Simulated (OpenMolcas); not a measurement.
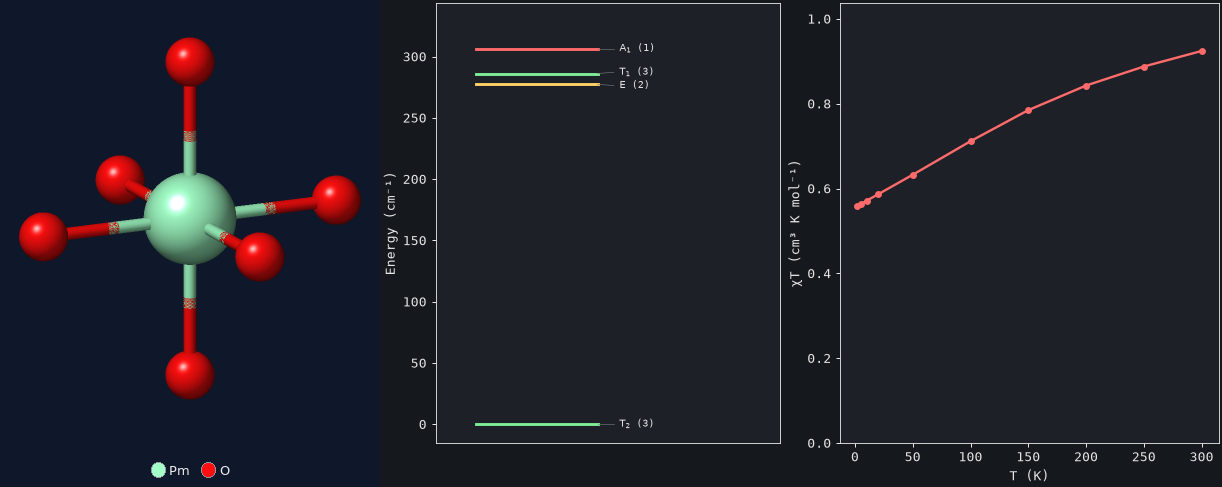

Pm³⁺ (4f⁴) as a dopant in SrO, a cluster with its 6 nearest O²⁻ at 2.580 Å (octahedron) embedded in model potentials and point charges; the geometry was set, not optimised, and its levels and susceptibility. Labels give the representation in O, Td, D4 or D3 as the site allows (double group for half-integer spin) where it could be assigned and, in brackets, the degeneracy; spin-free states, where drawn, share the zero of the spin-orbit levels. The calculation used state-averaged CASSCF, active space 4 electrons in the shell 4f, basis ANO-RCC-VDZP on all atoms, DKH2 scalar Hamiltonian, spin-orbit coupling by RASSI with atomic mean-field integrals (OpenMolcas). Powder susceptibility by Van Vleck's formula.

Describe the ground state and the low levels.

Answer. The ground level is T₂, 3-fold degenerate, 98 % from states of spin multiplicity 5, effective J = 4.00, with |mJ| = 3 the largest share (58 %). The next level lies at 277 cm⁻¹ (E). The lowest J multiplet spreads over 307 cm⁻¹. χT is 0.559 cm³ K mol⁻¹ at 2 K and 0.924 at 300 K, an effective moment of 2.72 μB. The active orbitals hold 99 to 100 % metal character (Löwdin), and the Mulliken charge of the metal is +2.21.

Note: high states of lower spin left out of the spin-orbit mixing; the geometry is set by hand, with no relaxation and no charge compensation; spin-free states above about 39,000 cm⁻¹ are left out of the spin-orbit step.
